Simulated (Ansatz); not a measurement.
# Run report: C2H8OSi, molecular dynamics (part 1 of 2)

C2H8OSi, SMILES CO[SiH2]C, computed with RKS BLYP/6-31G* (Ansatz 0.2.0).

The geometry comes from this level: PBE0-D4/def2-TZVP. Figures and captions count atoms from 1; the log counts them from 0 in places.

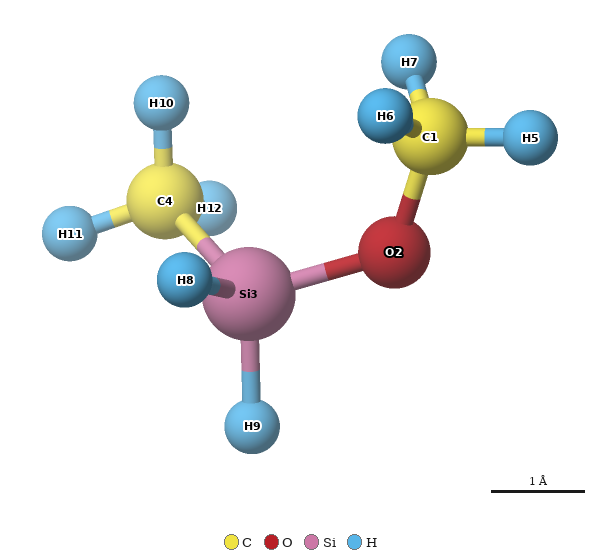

*The starting structure (ball-and-stick view, seen at a tilt; atoms are numbered from 1 in the order of the input).*

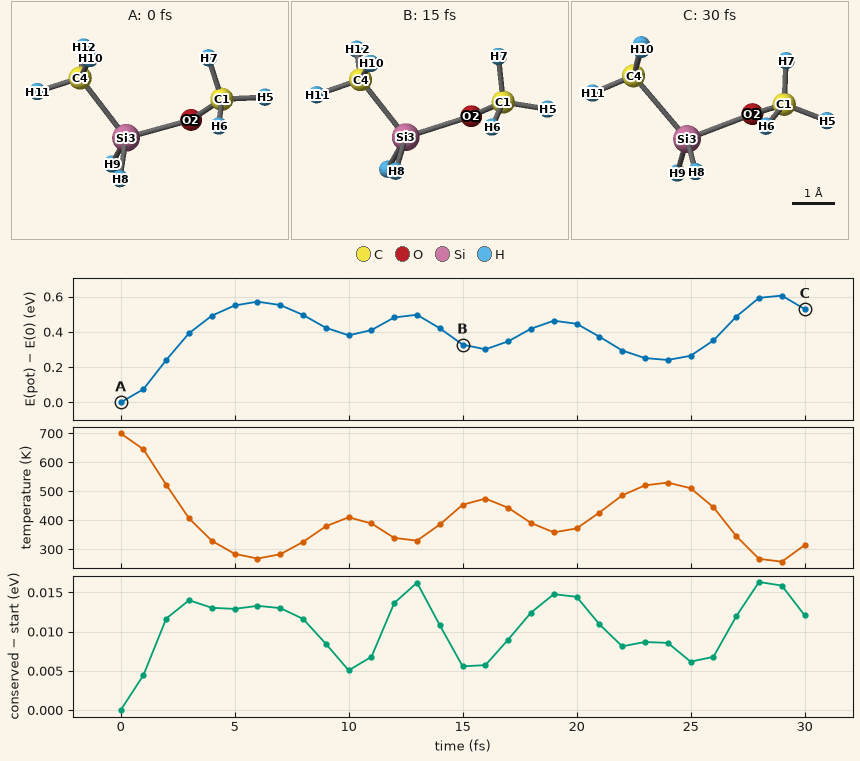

*Frames of the molecular dynamics (ball-and-stick, seen at a tilt) above the curves, on which the letters mark them.*

The trajectory kept here has 31 frames over 30 fs. The temperature starts at 700 K, ranges from 258 to 700 K and averages 413 K over the second half. The potential energy ends 0.530 eV above its first value. The conserved quantity stays within 0.016 eV. After an unweighted best fit of the last frame on the first, the root-mean-square displacement is 0.28 Å, and H8 has moved furthest (0.46 Å).

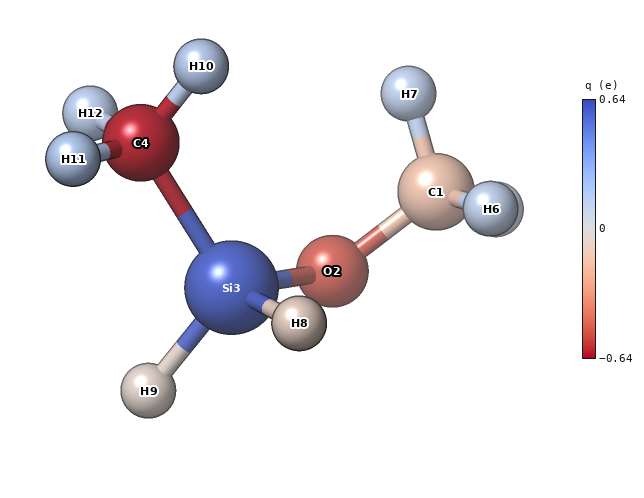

*Mulliken charges, as the colour of each atom (ball-and-stick view, seen at a tilt; atoms are numbered from 1 in the order of the input).*

By element: C −0.61 to −0.18, O −0.53, Si +0.58 and H −0.07 to +0.15 e.

The input that produced these results follows, with the program's output.

**Input file**
```yaml
crystal:
  periodic: [false, false, false]
  atoms:
    - {symbol: C, position_ang: [0.090913, 1.599502, -1.010710]}
    - {symbol: O, position_ang: [0.715314, 0.340310, -1.046324]}
    - {symbol: Si, position_ang: [0.813079, -0.647301, 0.266875]}
    - {symbol: C, position_ang: [-0.854178, -1.277028, 0.813411]}
    - {symbol: H, position_ang: [0.306486, 2.118040, -1.946783]}
    - {symbol: H, position_ang: [0.464358, 2.214361, -0.182192]}
    - {symbol: H, position_ang: [-0.997171, 1.508076, -0.911535]}
    - {symbol: H, position_ang: [1.443101, 0.096371, 1.398528]}
    - {symbol: H, position_ang: [1.691660, -1.767902, -0.148769]}
    - {symbol: H, position_ang: [-1.508818, -0.460020, 1.127203]}
    - {symbol: H, position_ang: [-0.737347, -1.953775, 1.664729]}
    - {symbol: H, position_ang: [-1.350495, -1.825736, 0.009468]}
basis:
  gaussian: {orbitals: "6-31G*"}
hamiltonian: {xc: {name: BLYP}}
md: {timestep: 1 fs, n_steps: 30, ensemble: nvt_nose_hoover, temperature: 700, initial_velocities: maxwell_boltzmann, seed: 397}
```

Command:
```bash
ansatz run in.yaml --threads 4 --pin off --events-out ev --progress --plain --max-ram 10444MiB
```

**What the program printed**
```
Functional definition: BLYP
  name "BLYP"
  cite "Becke, Phys. Rev. A 38, 3098 (1988) doi:10.1103/PhysRevA.38.3098"
  cite "Lee, Yang & Parr, Phys. Rev. B 37, 785 (1988) doi:10.1103/PhysRevB.37.785"
  parameter beta = 0.0042
  parameter a = 0.04918
  parameter b = 0.132
  parameter c = 0.2533
  parameter d = 0.349
  exchange = b88_x(beta = beta)
  correlation = lyp_c(a = a, b = b, c = c, d = d)
1035 factors; their error is unknown
mean field evaluation 1: about -12115.8927 eV, gradient 7.3e1 eV
mean field evaluation 2: about -12091.1507 eV, gradient 1.3e2 eV
mean field evaluation 4: about -12127.1887 eV, gradient 8.4e0 eV
mean field evaluation 8: about -12127.3351 eV, gradient 2.5e-1 eV
mean field evaluation 16: about -12127.2592 eV, gradient 2.7e-4 eV
mean field -12127.25924952 eV, -445.6685572684 hartree, gradient 4.6e-5 eV, S^2 0.000000; 0 other end points of the search recorded, 0 dependent functions left out
the calculation of the forces begins
reference -12127.25954647 eV, -445.6685681811 hartree; 21, 21 occupied and 59, 59 virtual orbitals, 1035 factors
md step     0: t =     0.00 fs  T =   700.0 K  F+E_penalty+E_count = -12127.25924952 eV  E_kin = 0.904820 eV  conserved = -12126.35442953 eV  (27 SCF iters)
these checks for a lower state are left out or cut short: starts, cluster_reference, orbital_swaps, neighbouring_geometries, increment
1035 factors; their error is unknown
mean field -12127.18406345 eV, -445.6657942313 hartree, gradient 2.1e-5 eV, S^2 0.000000; 0 other end points of the search recorded, 0 dependent functions left out
the calculation of the forces begins
reference -12127.18436043 eV, -445.6658051450 hartree; 21, 21 occupied and 59, 59 virtual orbitals, 1035 factors
md step     1: t =     1.00 fs  T =   645.3 K  F+E_penalty+E_count = -12127.18406345 eV  E_kin = 0.834105 eV  conserved = -12126.34996018 eV  (28 SCF iters)
[... from here on the SCF iterations and repeated set-up lines of each step are left out, up to the last step ...]
md step     2: t =     2.00 fs  T =   522.8 K  F+E_penalty+E_count = -12127.01851893 eV  E_kin = 0.675784 eV  conserved = -12126.34275147 eV  (29 SCF iters)
md step     3: t =     3.00 fs  T =   407.0 K  F+E_penalty+E_count = -12126.86648897 eV  E_kin = 0.526129 eV  conserved = -12126.34041752 eV  (29 SCF iters)
md step     4: t =     4.00 fs  T =   329.5 K  F+E_penalty+E_count = -12126.76722050 eV  E_kin = 0.425970 eV  conserved = -12126.34137914 eV  (29 SCF iters)
md step     5: t =     5.00 fs  T =   284.7 K  F+E_penalty+E_count = -12126.70927088 eV  E_kin = 0.367981 eV  conserved = -12126.34152027 eV  (30 SCF iters)
md step     6: t =     6.00 fs  T =   268.4 K  F+E_penalty+E_count = -12126.68774091 eV  E_kin = 0.346976 eV  conserved = -12126.34112857 eV  (29 SCF iters)
md step     7: t =     7.00 fs  T =   283.2 K  F+E_penalty+E_count = -12126.70688958 eV  E_kin = 0.366014 eV  conserved = -12126.34141687 eV  (29 SCF iters)
md step     8: t =     8.00 fs  T =   325.8 K  F+E_penalty+E_count = -12126.76312168 eV  E_kin = 0.421113 eV  conserved = -12126.34279341 eV  (29 SCF iters)
md step     9: t =     9.00 fs  T =   379.8 K  F+E_penalty+E_count = -12126.83571379 eV  E_kin = 0.490867 eV  conserved = -12126.34596283 eV  (29 SCF iters)
md step    10: t =    10.00 fs  T =   410.7 K  F+E_penalty+E_count = -12126.87872803 eV  E_kin = 0.530906 eV  conserved = -12126.34935534 eV  (28 SCF iters)
md step    11: t =    11.00 fs  T =   389.4 K  F+E_penalty+E_count = -12126.84893074 eV  E_kin = 0.503295 eV  conserved = -12126.34763479 eV  (28 SCF iters)
md step    12: t =    12.00 fs  T =   339.7 K  F+E_penalty+E_count = -12126.77735162 eV  E_kin = 0.439054 eV  conserved = -12126.34076375 eV  (28 SCF iters)
md step    13: t =    13.00 fs  T =   330.2 K  F+E_penalty+E_count = -12126.76202060 eV  E_kin = 0.426783 eV  conserved = -12126.33817807 eV  (28 SCF iters)
md step    14: t =    14.00 fs  T =   386.0 K  F+E_penalty+E_count = -12126.83899540 eV  E_kin = 0.498881 eV  conserved = -12126.34361118 eV  (28 SCF iters)
md step    15: t =    15.00 fs  T =   454.0 K  F+E_penalty+E_count = -12126.93141801 eV  E_kin = 0.586776 eV  conserved = -12126.34884011 eV  (28 SCF iters)
md step    16: t =    16.00 fs  T =   475.3 K  F+E_penalty+E_count = -12126.95801220 eV  E_kin = 0.614340 eV  conserved = -12126.34868985 eV  (28 SCF iters)
md step    17: t =    17.00 fs  T =   443.4 K  F+E_penalty+E_count = -12126.91272300 eV  E_kin = 0.573166 eV  conserved = -12126.34542545 eV  (29 SCF iters)
md step    18: t =    18.00 fs  T =   391.2 K  F+E_penalty+E_count = -12126.84098766 eV  E_kin = 0.505683 eV  conserved = -12126.34198721 eV  (28 SCF iters)
md step    19: t =    19.00 fs  T =   358.7 K  F+E_penalty+E_count = -12126.79586306 eV  E_kin = 0.463675 eV  conserved = -12126.33964483 eV  (29 SCF iters)
md step    20: t =    20.00 fs  T =   372.4 K  F+E_penalty+E_count = -12126.81309010 eV  E_kin = 0.481372 eV  conserved = -12126.33997804 eV  (29 SCF iters)
md step    21: t =    21.00 fs  T =   427.1 K  F+E_penalty+E_count = -12126.88638581 eV  E_kin = 0.552085 eV  conserved = -12126.34348860 eV  (29 SCF iters)
md step    22: t =    22.00 fs  T =   486.5 K  F+E_penalty+E_count = -12126.96483322 eV  E_kin = 0.628837 eV  conserved = -12126.34629222 eV  (29 SCF iters)
md step    23: t =    23.00 fs  T =   521.0 K  F+E_penalty+E_count = -12127.00764466 eV  E_kin = 0.673466 eV  conserved = -12126.34573825 eV  (30 SCF iters)
md step    24: t =    24.00 fs  T =   530.3 K  F+E_penalty+E_count = -12127.01843568 eV  E_kin = 0.685499 eV  conserved = -12126.34585435 eV  (30 SCF iters)
md step    25: t =    25.00 fs  T =   511.1 K  F+E_penalty+E_count = -12126.99455611 eV  E_kin = 0.660604 eV  conserved = -12126.34825021 eV  (30 SCF iters)
md step    26: t =    26.00 fs  T =   445.5 K  F+E_penalty+E_count = -12126.90792955 eV  E_kin = 0.575899 eV  conserved = -12126.34763305 eV  (30 SCF iters)
md step    27: t =    27.00 fs  T =   345.9 K  F+E_penalty+E_count = -12126.77283659 eV  E_kin = 0.447085 eV  conserved = -12126.34247327 eV  (30 SCF iters)
md step    28: t =    28.00 fs  T =   267.3 K  F+E_penalty+E_count = -12126.66601598 eV  E_kin = 0.345559 eV  conserved = -12126.33808707 eV  (30 SCF iters)
md step    29: t =    29.00 fs  T =   257.8 K  F+E_penalty+E_count = -12126.65328423 eV  E_kin = 0.333185 eV  conserved = -12126.33855206 eV  (30 SCF iters)
these checks for a lower state are left out or cut short: starts, cluster_reference, orbital_swaps, neighbouring_geometries, increment
1035 factors; their error is unknown
mean field -12126.72968384 eV, -445.6490960887 hartree, gradient 9.7e-6 eV, S^2 0.000000; 0 other end points of the search recorded, 0 dependent functions left out
the calculation of the forces begins
reference -12126.72999134 eV, -445.6491073891 hartree; 21, 21 occupied and 59, 59 virtual orbitals, 1035 factors
1035 factors; their error is unknown
mean field evaluation 256: about -12126.8053 eV, gradient 5.3e-1 eV
mean field -12126.72968384 eV, -445.6490960887 hartree, gradient 1.1e-5 eV, S^2 0.000000; 1 other end points of the search recorded, 0 dependent functions left out
the calculation of the forces begins
reference -12126.72999134 eV, -445.6491073891 hartree; 21, 21 occupied and 59, 59 virtual orbitals, 1035 factors
md step    30: t =    30.00 fs  T =   314.7 K  F+E_penalty+E_count = -12126.72968384 eV  E_kin = 0.406748 eV  conserved = -12126.34233437 eV  (28 SCF iters)
Total energy: -12126.72999134 eV, -445.6491073891 hartree
Atom 0 at     0.198885     1.672748    -0.985989 Å, force     1.472695    -0.204913    -0.630717 eV/Å
Atom 1 at     0.605501     0.295214    -1.160751 Å, force     0.026856    -0.322939     0.606178 eV/Å
Atom 2 at     0.839718    -0.601702     0.285550 Å, force    -2.726764     0.057820    -1.495714 eV/Å
Atom 3 at    -0.914614    -1.427947     0.888877 Å, force     0.079117     1.262152    -1.667311 eV/Å
Atom 4 at     0.812820     2.276927    -1.721924 Å, force    -0.586433    -0.206635     0.642576 eV/Å
Atom 5 at     0.401287     2.012036     0.049100 Å, force    -0.067871     0.278148    -0.159861 eV/Å
Atom 6 at    -0.849684     1.768902    -1.213600 Å, force    -0.872727     0.256209    -0.161290 eV/Å
Atom 7 at     1.323202     0.422332     1.144409 Å, force     0.588696     0.771329     1.483520 eV/Å
Atom 8 at     1.886631    -1.538262    -0.057713 Å, force     0.490015    -0.892372     0.003331 eV/Å
Atom 9 at    -1.730227    -0.687919     1.153224 Å, force     0.953789    -0.113182    -0.112076 eV/Å
Atom 10 at    -0.723415    -2.001877     1.792734 Å, force    -0.199007    -0.854220     0.023625 eV/Å
Atom 11 at    -1.374517    -1.951911    -0.033535 Å, force     0.841632    -0.031396     1.467740 eV/Å
Dipole moment:    -0.136297     0.066207     0.265201 e Å
```

**Trajectory as extended XYZ (Å, eV, eV/Å), 31 frames, from step=0 to step=30**
```
12
Properties=species:S:1:pos:R:3:forces:R:3 step=0 time_fs=0.0 energy=-12127.25925 temperature=700.0
C     0.0909    1.5995   -1.0107   -0.1739   0.3905   0.0077
O     0.7153    0.3403   -1.0463    0.3751  -0.1983  -0.8798
Si    0.8131   -0.6473    0.2669    0.2892  -0.3367   0.5094
C    -0.8542   -1.2770    0.8134   -0.0671  -0.0789   0.0656
H     0.3065    2.1180   -1.9468    0.0545   0.2064  -0.3157
H     0.4644    2.2144   -0.1822    0.0948   0.2629   0.2656
H    -0.9972    1.5081   -0.9115   -0.3845   0.0241   0.0279
H     1.4431    0.0964    1.3985    0.1272   0.0712   0.2062
H     1.6917   -1.7679   -0.1488    0.1256  -0.1544  -0.0425
H    -1.5088   -0.4600    1.1272   -0.2382   0.2236   0.1018
H    -0.7373   -1.9538    1.6647   -0.0136  -0.2313   0.2799
H    -1.3505   -1.8257    0.0095   -0.1893  -0.1792  -0.2261
12
Properties=species:S:1:pos:R:3:forces:R:3 step=1 time_fs=1.0 energy=-12127.18406 temperature=645.3
C     0.0973    1.5995   -1.0088   -0.9106   0.3048   0.4607
O     0.7081    0.3397   -1.0513    0.5328  -0.5119  -0.7078
Si    0.8069   -0.6450    0.2666    1.1648  -0.5837   0.8029
C    -0.8437   -1.2809    0.8093    0.3351   0.2190   0.9469
H     0.3307    2.1054   -1.9335    0.0828   0.4938  -0.6223
H     0.4729    2.2017   -0.1644   -0.0302   0.2007   0.1041
H    -1.0174    1.5086   -0.9226    0.3522   0.1560  -0.0119
H     1.4357    0.0964    1.4540   -0.1056  -0.1627  -0.3619
H     1.7172   -1.8095   -0.1261   -0.3020   0.4631   0.0780
H    -1.4942   -0.4687    1.1140   -0.3688   0.5222   0.2706
H    -0.7050   -1.9330    1.6893   -0.1561  -0.1811  -0.1264
H    -1.3403   -1.7809    0.0112   -0.5945  -0.9201  -0.8328
12
Properties=species:S:1:pos:R:3:forces:R:3 step=2 time_fs=2.0 energy=-12127.01852 temperature=522.8
C     0.1029    1.5998   -1.0065   -1.3710   0.3647   0.6947
O     0.7012    0.3387   -1.0566    0.6548  -0.7814  -0.5350
Si    0.8010   -0.6428    0.2667    1.8625  -0.7532   1.0426
C    -0.8330   -1.2845    0.8059    0.4306   0.4126   1.5766
H     0.3557    2.0974   -1.9262    0.0612   0.6494  -0.6934
H     0.4811    2.1909   -0.1455   -0.1608   0.1134  -0.0998
H    -1.0342    1.5106   -0.9338    0.8961   0.2571  -0.0265
H     1.4273    0.0949    1.5060   -0.2665  -0.3151  -0.8154
H     1.7398   -1.8467   -0.1026   -0.6121   0.9222   0.1297
H    -1.4831   -0.4723    1.1034   -0.3778   0.6504   0.3729
H    -0.6742   -1.9139    1.7127   -0.3073  -0.1372  -0.5202
H    -1.3357   -1.7448    0.0049   -0.8096  -1.3829  -1.1261
12
Properties=species:S:1:pos:R:3:forces:R:3 step=3 time_fs=3.0 energy=-12126.86649 temperature=407.0
C     0.1074    1.6004   -1.0036   -1.4901   0.5658   0.6016
O     0.6948    0.3373   -1.0623    0.7389  -0.9941  -0.3667
Si    0.7958   -0.6410    0.2671    2.3772  -0.8416   1.1925
C    -0.8220   -1.2878    0.8038   -0.0003   0.4613   1.5941
H     0.3814    2.0956   -1.9255   -0.0313   0.6370  -0.4753
H     0.4878    2.1812   -0.1277   -0.2649   0.0395  -0.2847
H    -1.0425    1.5150   -0.9452    1.1726   0.3161  -0.0188
H     1.4163    0.0903    1.5501   -0.3555  -0.3866  -1.1343
H     1.7566   -1.8750   -0.0780   -0.8014   1.2185   0.1264
H    -1.4756   -0.4698    1.0963   -0.2493   0.5630   0.3851
H    -0.6463   -1.8962    1.7311   -0.4392  -0.1507  -0.7911
H    -1.3390   -1.7220   -0.0121   -0.6567  -1.4282  -0.8288
12
Properties=species:S:1:pos:R:3:forces:R:3 step=4 time_fs=4.0 energy=-12126.76722 temperature=329.5
C     0.1107    1.6014   -1.0002   -1.2964   0.8311   0.2429
O     0.6887    0.3352   -1.0683    0.7869  -1.1404  -0.2075
Si    0.7915   -0.6394    0.2679    2.7258  -0.8584   1.2427
C    -0.8110   -1.2908    0.8030   -0.8409   0.4541   1.0761
H     0.4067    2.1000   -1.9293   -0.1754   0.4991  -0.0652
H     0.4919    2.1719   -0.1125   -0.3214   0.0035  -0.4025
H    -1.0395    1.5225   -0.9568    1.1699   0.3316   0.0034
H     1.4019    0.0821    1.5835   -0.3832  -0.3896  -1.3251
H     1.7657   -1.8917   -0.0521   -0.8840   1.3715   0.0845
H    -1.4705   -0.4618    1.0929   -0.0326   0.3077   0.3207
H    -0.6226   -1.8799    1.7419   -0.5302  -0.2359  -0.8821
H    -1.3485   -1.7128   -0.0371   -0.2186  -1.1744  -0.0877
12
Properties=species:S:1:pos:R:3:forces:R:3 step=5 time_fs=5.0 energy=-12126.70927 temperature=284.7
C     0.1130    1.6031   -0.9967   -0.8441   1.0592  -0.2266
O     0.6832    0.3325   -1.0743    0.8014  -1.2129  -0.0616
Si    0.7880   -0.6381    0.2691    2.9178  -0.8126   1.1982
C    -0.8006   -1.2933    0.8030   -1.7684   0.4947   0.3623
H     0.4303    2.1091   -1.9338   -0.3231   0.3167   0.3677
H     0.4930    2.1626   -0.1013   -0.3217   0.0147  -0.4267
H    -1.0253    1.5331   -0.9683    0.8854   0.3071   0.0306
H     1.3838    0.0701    1.6041   -0.3598  -0.3354  -1.3984
H     1.7664   -1.8953   -0.0254   -0.8713   1.3974   0.0149
H    -1.4657   -0.4509    1.0926    0.1891  -0.0100   0.2185
H    -0.6040   -1.8659    1.7443   -0.5696  -0.3845  -0.7863
H    -1.3601   -1.7149   -0.0629    0.2643  -0.8343   0.7073
12
Properties=species:S:1:pos:R:3:forces:R:3 step=6 time_fs=6.0 energy=-12126.68774 temperature=268.4
C     0.1146    1.6057   -0.9933   -0.1885   1.1761  -0.6665
O     0.6781    0.3291   -1.0804    0.7850  -1.2068   0.0675
Si    0.7856   -0.6371    0.2707    2.9467  -0.7072   1.0689
C    -0.7916   -1.2955    0.8033   -2.5286   0.5904  -0.2943
H     0.4509    2.1213   -1.9348   -0.4286   0.1566   0.6877
H     0.4909    2.1534   -0.0940   -0.2688   0.0691  -0.3511
H    -1.0027    1.5467   -0.9796    0.3301   0.2494   0.0530
H     1.3623    0.0549    1.6114   -0.2906  -0.2284  -1.3572
H     1.7587   -1.8855    0.0015   -0.7637   1.2980  -0.0773
H    -1.4591   -0.4401    1.0944    0.3434  -0.2883   0.1186
H    -0.5909   -1.8555    1.7392   -0.5571  -0.5726  -0.5363
H    -1.3692   -1.7250   -0.0820    0.6207  -0.5362   1.2870
12
Properties=species:S:1:pos:R:3:forces:R:3 step=7 time_fs=7.0 energy=-12126.70689 temperature=283.2
C     0.1160    1.6091   -0.9905    0.5691   1.1472  -0.9877
O     0.6735    0.3249   -1.0864    0.7403  -1.1199   0.1764
Si    0.7842   -0.6363    0.2727    2.7916  -0.5369   0.8602
C    -0.7847   -1.2972    0.8034   -3.0046   0.6772  -0.7740
H     0.4673    2.1350   -1.9292   -0.4636   0.0547   0.8273
H     0.4863    2.1449   -0.0902   -0.1754   0.1518  -0.1899
H    -0.9769    1.5627   -0.9904   -0.4120   0.1720   0.0623
H     1.3381    0.0375    1.6057   -0.1756  -0.0659  -1.1938
H     1.7437   -1.8632    0.0276   -0.5500   1.0593  -0.1911
H    -1.4492   -0.4320    1.0974    0.3890  -0.4619   0.0481
H    -0.5830   -1.8506    1.7289   -0.5028  -0.7574  -0.2059
H    -1.3723   -1.7402   -0.0887    0.7940  -0.3200   1.5679
12
Properties=species:S:1:pos:R:3:forces:R:3 step=8 time_fs=8.0 energy=-12126.76312 temperature=325.8
C     0.1179    1.6136   -0.9884    1.2039   0.9667  -1.1339
O     0.6693    0.3201   -1.0924    0.6717  -0.9533   0.2623
Si    0.7837   -0.6357    0.2751    2.4250  -0.2919   0.5684
C    -0.7802   -1.2984    0.8029   -3.1480   0.6761  -0.9835
H     0.4793    2.1491   -1.9156   -0.4158   0.0263   0.7673
H     0.4801    2.1379   -0.0882   -0.0644   0.2371   0.0206
H    -0.9550    1.5803   -1.0006   -1.1105   0.0944   0.0564
H     1.3121    0.0195    1.5885   -0.0133   0.1583  -0.8929
H     1.7234   -1.8308    0.0519   -0.2124   0.6591  -0.3259
H    -1.4356   -0.4284    1.1008    0.3130  -0.5018   0.0205
H    -0.5800   -1.8530    1.7166   -0.4269  -0.8755   0.0943
H    -1.3678   -1.7585   -0.0804    0.7778  -0.1955   1.5464
```
